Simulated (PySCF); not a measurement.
# CH6B2F2P2 (SMILES FB(F)CB(P)P): what the fields show

Input file:

```
{"job": {"kind": "uv", "xc": "wB97X-D", "basis": "def2-SVPD", "nstates": 8, "ntriplets": 3}, "charge": 0, "multiplicity": 1}
F     -2.151897    -0.188941    -1.954919
B     -1.702470    -0.621628    -0.795633
F     -1.727929    -1.936366    -0.669828
C     -1.121509     0.321438     0.320669
B      0.466109     0.230955     0.265645
P      1.355702    -1.149425     1.192843
P      1.469448     1.470486    -0.738469
H     -1.483887     1.338978     0.170915
H     -1.468180    -0.036998     1.292224
H      2.348734    -1.422185     0.268023
H      0.544591    -2.213636     0.850207
H      0.891554     2.649932    -0.308276
H      2.575344     1.557877     0.088870
```

Command:

```sh
OMP_NUM_THREADS=1 python probes_run.py task.json out
```

Geometry: GFN2-xTB.

All numbers below come from PySCF 2.14.0, wB97X-D/def2-SVPD, SCF density, gas phase.

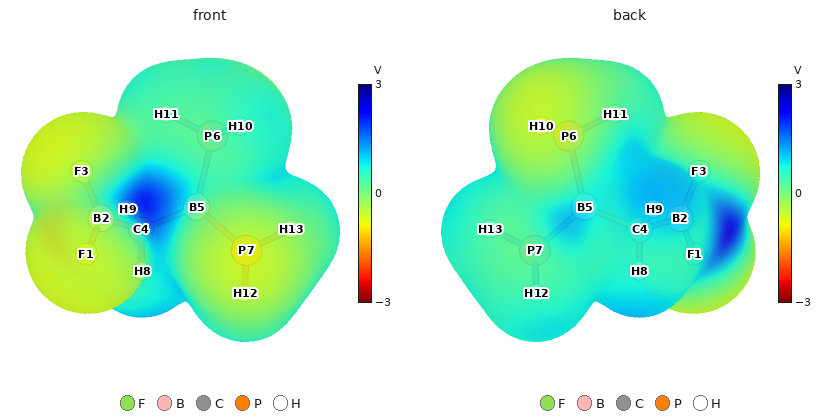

Figure 1. The molecular electrostatic potential painted on the density surface at 0.002 e/bohr³, seen from the front and from behind; red is negative and blue positive.

### Describe the electrostatic potential map.

The most negative region (about −0.7 V, or −16 kcal/mol for a unit charge) lies over F1, F3, P6 and P7, the most positive (about +2.1 V, or +48 kcal/mol for a unit charge) over B2.

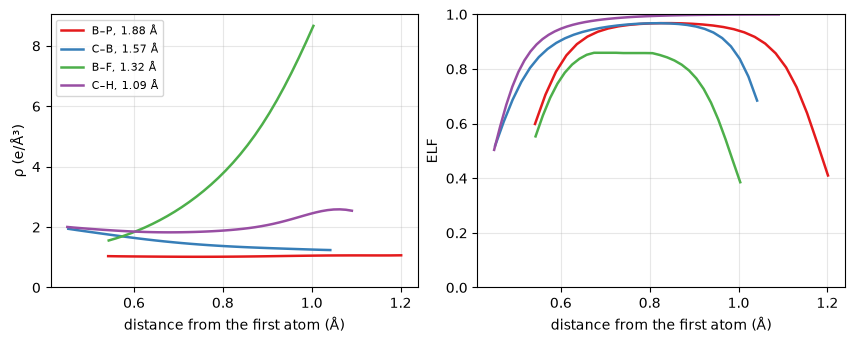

Figure 2. Electron density and ELF along straight lines between neighbouring atoms. The curves leave out the atomic cores.

### Compare the contacts.

B–P (1.88 Å): the density is about 1 e/Å³ at the midpoint; the ELF peaks at about 0.95 between the atoms; localised, covalent bonding.
C–B (1.57 Å): ρ is about 1.4 e/Å³ halfway; the ELF peaks at about 0.95 between the atoms; a shared electron pair.
B–F (1.32 Å): ρ is about 2.2 e/Å³ halfway; the ELF peaks at about 0.85 between the atoms, as expected for a shared but strongly polarised pair.
C–H (1.09 Å): the density is about 1.9 e/Å³ at the midpoint; the ELF climbs to about 1 towards the hydrogen, as it does in any bond to H (an ordinary covalent bond to hydrogen).
